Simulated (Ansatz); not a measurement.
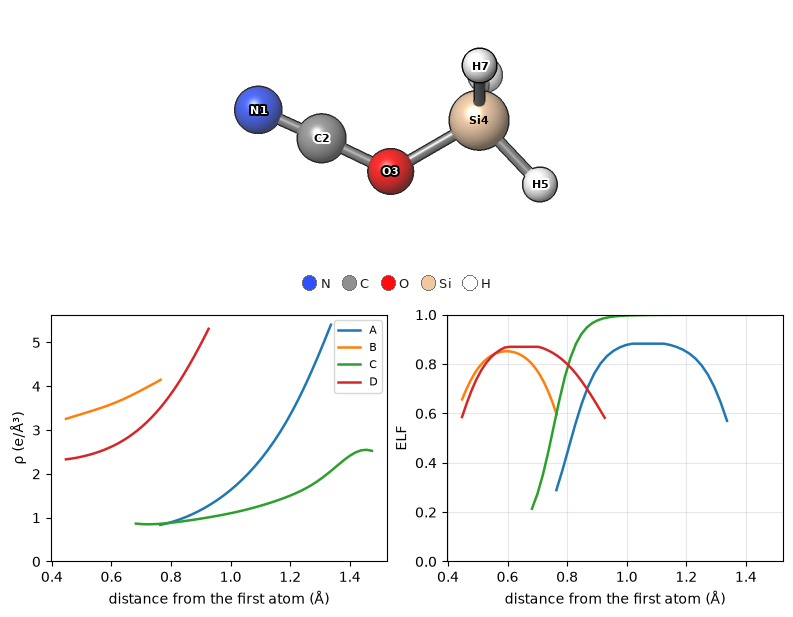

The picture shows: CH$_{3}$NOSi (SMILES N#CO[SiH3]). Total electron density and electron localisation function along straight lines between neighbouring atoms. The curves leave out the atomic cores. The structure is drawn too.

Geometry: PBE0-D4/def2-TZVP.

Theory: RKS PBE0-D4/def2-TZVPP (Ansatz 0.2.0).

```xyz
7

N     1.9558   -1.2023    1.4963
C     1.0560   -1.0723    0.7846
O     0.0583   -0.9603   -0.0054
Si   -0.6176    0.5214   -0.4841
H    -1.7271    0.1189   -1.3678
H    -1.0852    1.2300    0.7264
H     0.4209    1.2967   -1.1958
```

**Which curve belongs to which contact (C–N, C–O, Si–H and Si–O)? The first atom named is at distance zero.**

Curve A: Si–O (1.70 Å): the density is about 1 e/Å³ at the midpoint; the ELF peaks at about 0.90 between the atoms; a polar covalent bond. Curve B: C–N (1.15 Å): ρ at the midpoint is about 3.5 e/Å³; the ELF peaks at about 0.85 between the atoms (a short, multiple covalent bond). Curve C: Si–H (1.47 Å): ρ is about 0.85 e/Å³ halfway; the ELF climbs to about 1 towards the hydrogen, as it does in any bond to H. Curve D: C–O (1.28 Å): ρ is about 2.8 e/Å³ halfway; the ELF peaks at about 0.85 between the atoms; a polar covalent bond.
